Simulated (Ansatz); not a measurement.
**Fields on a plane of AlRu (CsCl type)**

```yaml
crystal:
  lattice:
    - [2.97635, 0.00000, 0.00000]
    - [0.00000, 2.97635, 0.00000]
    - [0.00000, 0.00000, 2.97635]
  atoms:
    - { symbol: Al, position: [0.00000, 0.00000, 0.00000] }
    - { symbol: Ru, position: [0.50000, 0.50000, 0.50000] }
```

The slice is a {210} plane (indices of the conventional cell) through the point (0.000, 0.000, 0.000) (fractional), spanned by u = [100] and v = [021] in vectors of this cell: u (2.98 Å) and v (6.66 Å, at 90° to u). It covers one period; positions are fractions (u, v).

Atoms on it: Al at (0.00, 0.00). Other atoms lie within 1 Å of the plane.

Method: PBEsol (plane waves to 420 eV, PAW, scalar-relativistic; Ansatz, a quantum-chemistry and plane-wave program). k mesh 16×16×16. Inside the PAW spheres the values are not all-electron values, and peaks at nuclei hang on which shells count as valence. AlRu is run without spin polarisation. AlRu was relaxed with its symmetry unable to fall.

| v \ u | 0.00 | 0.14 | 0.29 | 0.43 | 0.57 | 0.71 | 0.86 |
|---|---|---|---|---|---|---|---|
| 0.88 | -0.7 | -0.6 | -0.5 | -0.5 | -0.5 | -0.5 | -0.6 |
| 0.75 | -0.6 | -0.5 | -0.1 | 0.3 | 0.3 | -0.1 | -0.5 |
| 0.62 | -0.6 | -0.5 | -0.2 | 0.1 | 0.1 | -0.2 | -0.5 |
| 0.50 | -0.7 | -0.7 | -0.6 | -0.5 | -0.5 | -0.6 | -0.7 |
| 0.38 | -0.6 | -0.5 | -0.2 | 0.1 | 0.1 | -0.2 | -0.5 |
| 0.25 | -0.6 | -0.5 | -0.1 | 0.3 | 0.3 | -0.1 | -0.5 |
| 0.12 | -0.7 | -0.6 | -0.5 | -0.5 | -0.5 | -0.5 | -0.6 |
| 0.00 | -1.2 | -1.1 | -0.7 | -0.7 | -0.7 | -0.7 | -1.1 |

Values: log₁₀ of the valence density in e/Å³. The scale is logarithmic, as a density can span decades between atoms and voids.

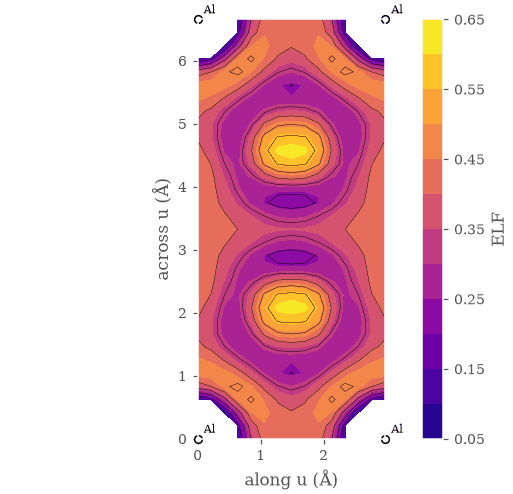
Figure. Electron localisation function (ELF), one period of the plane, atoms marked. Points within 0.5 Å of a nucleus are left white, as the pseudised field means little there.
